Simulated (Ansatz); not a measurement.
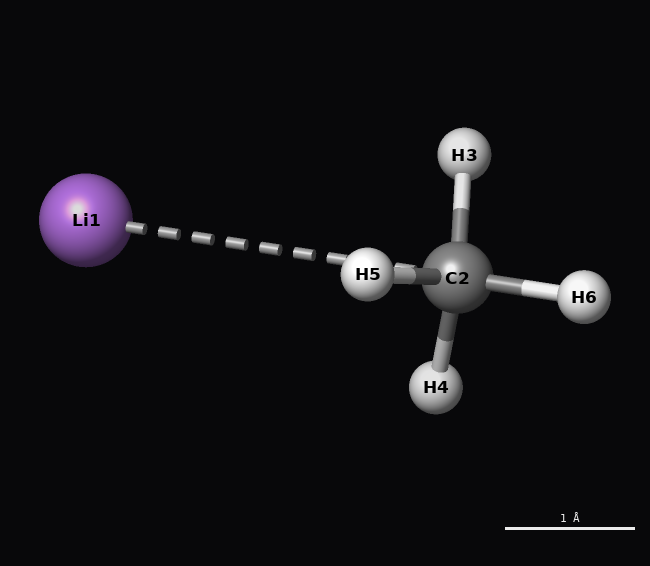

Two molecules or ions; the broken line marks their closest contact (measured against van der Waals radii). State: charge +1, singlet. Geometry: a pair of rigid molecules at a changed separation. Program: Ansatz 0.2.0.

Which two species are they?

Li and CH4 (`C.[Li+]`).

How long is the contact?

Li1···C2 is 3.19 Å.

Give the counterpoise-corrected interaction energy (kJ/mol, monomers kept as in the pair) with RHF-CCSD(T) (frozen core)/def2-TZVPPD; ωB97M-V/def2-TZVPPD.

| level | interaction energy (kJ/mol) |
| --- | --- |
| RHF-CCSD(T) (frozen core)/def2-TZVPPD | −23.7 |
| ωB97M-V/def2-TZVPPD | −25.4 |
